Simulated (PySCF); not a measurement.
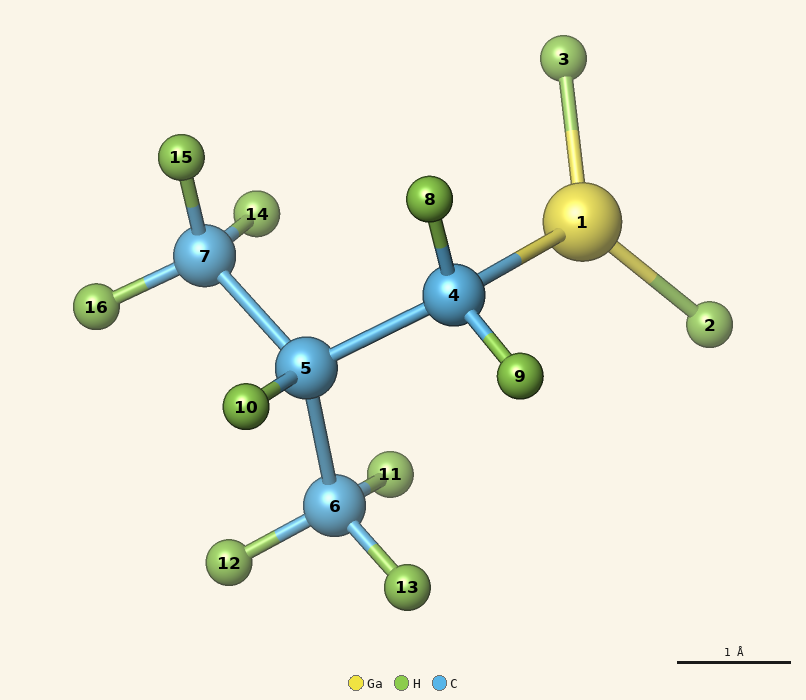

Orthographic view. Distant atoms are faded towards the background colour. The computed structure is the end point of a PBE0-D3(BJ)/def2-SVP optimisation. No frequency run is at hand to confirm it as a minimum.

Write the connection table.

Ga1: H2, H3, C4
C4: Ga1, C5, H8, H9
C5: C4, C6, C7, H10
C6: C5, H11, H12, H13
C7: C5, H14, H15, H16
(terminal hydrogens appear only as neighbours)
